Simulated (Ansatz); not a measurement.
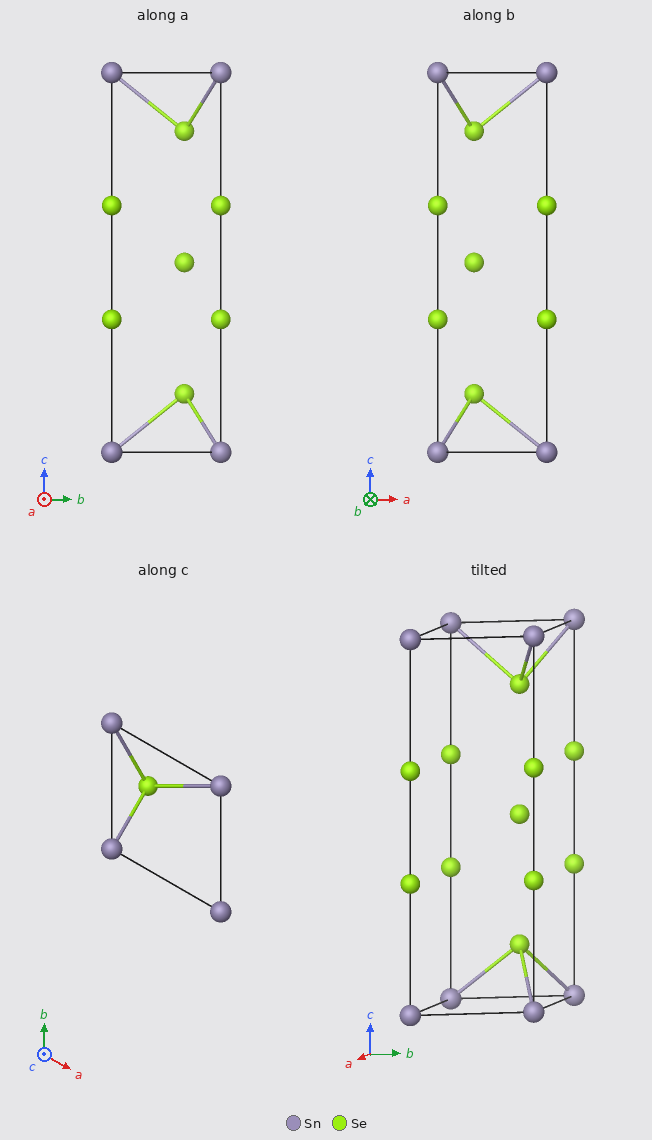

A ball-and-stick rendering, viewed along the a axis, along the b axis, along the c axis and slightly off an axis. The lines enclose the conventional unit cell; boundary atoms appear with their images.

Lattice parameters: a = 3.825 Å, b = 3.825 Å, c = 11.543 Å, α = 90.00°, β = 90.00°, γ = 120.00°.

> Reconstruct the structure as a table of Wyckoff sites, with free fractional coordinates to two decimals.

Space group P-6m2 (No. 187).
| atom | site | x | y | z |
| --- | --- | --- | --- | --- |
| Sn | 1a | 0.00 | 0.00 | 0.00 |
| Se | 2h | 0.3333 | 0.6667 | 0.85 |
| Se | 2g | 0.00 | 0.00 | 0.65 |
| Se | 1d | 0.3333 | 0.6667 | 0.50 |

The starting point was a structure type filled with these elements by a generator (whether the compound takes this form wasn't checked). Earlier steps of the study, as a rule a relaxation of our own, may have changed the cell and positions, so they can lie some per cent off the listed ones. It was the input of a calculation with Ansatz.
